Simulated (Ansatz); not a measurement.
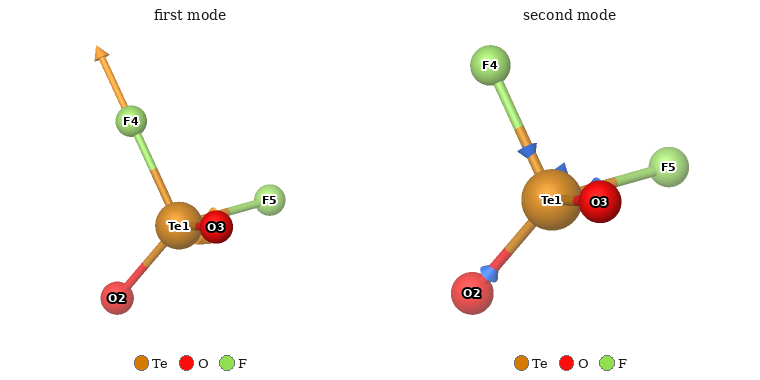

The system is F2O2Te, charge +1, spin multiplicity 2; the picture shows the reference structure; its two panels give the patterns of the first and the second mode as arrows. First axis: normal mode 6 (748 cm⁻¹, of the parent). Second axis: normal mode 7 (750 cm⁻¹, of the parent). Nothing is relaxed (straight displacements along the two mass-weighted modes). The grid has 15 × 15 points; 112 points were computed and 90 follow by symmetry. At 23 points there is no value. Points are written as (first, second). Energies are in kJ/mol, from the lowest grid point. Near the degeneracy a single determinant is a rough description. Level of theory: UHF/def2-SVP in Ansatz.

Its coordinates:

```yaml
atoms:
  - { symbol: Te, position_ang: [0.1810, -0.0006, 0.1264] }
  - { symbol: O, position_ang: [-0.1390, -0.0195, 1.8626] }
  - { symbol: O, position_ang: [1.7010, 0.0140, -0.7716] }
  - { symbol: F, position_ang: [-0.8763, 1.3393, -0.5951] }
  - { symbol: F, position_ang: [-0.8667, -1.3331, -0.6224] }
```

Range: normal mode 6 (748 cm⁻¹, of the parent) from −0.493 to 0.493 amu½·Å; normal mode 7 (750 cm⁻¹, of the parent) from −0.493 to 0.493 amu½·Å.

Predict the map.

Answer. The lowest grid point is at (0.000 amu½·Å, 0.070 amu½·Å). It is the only kind of minimum in the scanned range. The highest grid point, (−0.493 amu½·Å, 0.493 amu½·Å), lies 56.6 kJ/mol above the lowest.

```csv
"second ↓, first →",−0.493,−0.422,−0.352,−0.281,−0.211,−0.141,−0.070,0.000,0.070,0.141,0.211,0.281,0.352,0.422,0.493
0.493,56.6,46.9,38.7,32.0,26.8,23.1,20.9,20.2,20.9,23.1,26.8,32.0,38.7,46.9,56.6
0.422,48.1,–,31.1,–,20.0,16.5,14.4,–,14.4,–,20.0,24.8,31.1,–,48.1
0.352,41.0,32.3,25.0,19.1,14.5,11.2,9.2,8.6,9.2,11.2,14.5,19.1,25.0,32.3,41.0
0.281,35.3,27.1,20.2,14.6,10.3,–,5.3,–,5.3,–,10.3,–,20.2,–,35.3
0.211,30.9,23.1,16.6,11.4,7.3,4.4,2.6,2.0,2.6,4.4,7.3,11.4,16.6,23.1,30.9
0.141,27.6,–,14.3,9.3,5.4,2.7,1.0,–,1.0,2.7,5.4,9.3,14.3,20.4,27.6
0.070,25.6,18.7,13.0,8.3,4.6,2.1,0.5,0.0,0.5,2.1,4.6,8.3,13.0,18.7,25.6
0.000,24.6,–,12.7,–,4.9,–,1.0,0.5,1.0,2.5,4.9,–,12.7,–,24.6
−0.070,24.6,18.5,13.4,9.3,6.1,3.8,2.4,2.0,2.4,3.8,6.1,9.3,13.4,18.5,24.6
−0.141,25.6,19.9,15.1,11.2,8.2,6.0,4.7,4.3,4.7,6.0,8.2,–,15.1,–,25.6
−0.211,27.4,22.1,17.6,13.9,11.1,9.1,7.9,7.5,7.9,9.1,11.1,13.9,17.6,22.1,27.4
−0.281,30.2,–,20.9,17.5,14.8,–,11.8,–,11.8,13.0,14.8,17.5,20.9,25.1,30.2
−0.352,33.7,29.0,25.0,21.8,19.3,17.5,16.5,16.1,16.5,17.5,19.3,21.8,25.0,29.0,33.7
−0.422,37.9,33.5,29.8,26.8,24.5,22.8,21.8,21.5,21.8,–,24.5,26.8,29.8,33.5,37.9
−0.493,42.8,38.7,35.3,32.5,30.3,28.7,27.8,27.5,27.8,28.7,30.3,32.5,35.3,38.7,42.8
```

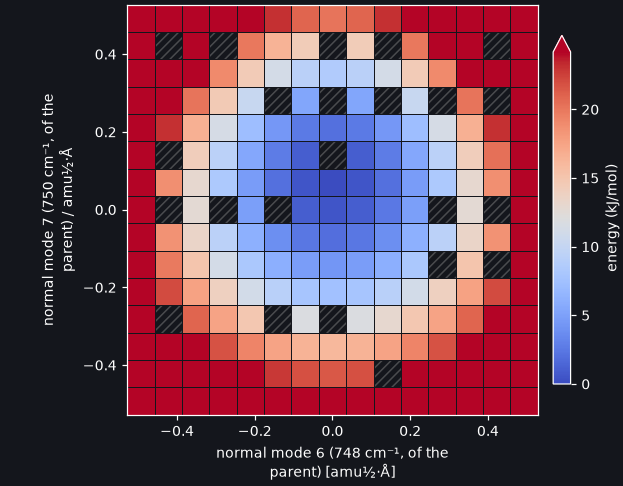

The picture shows one coloured cell a grid point, one colour for all values above the top of the scale, hatched blanks where no value was computed.

Time for the 112 points that were run: 14 min on 1 thread of Arm Neoverse V2, on a shared host.
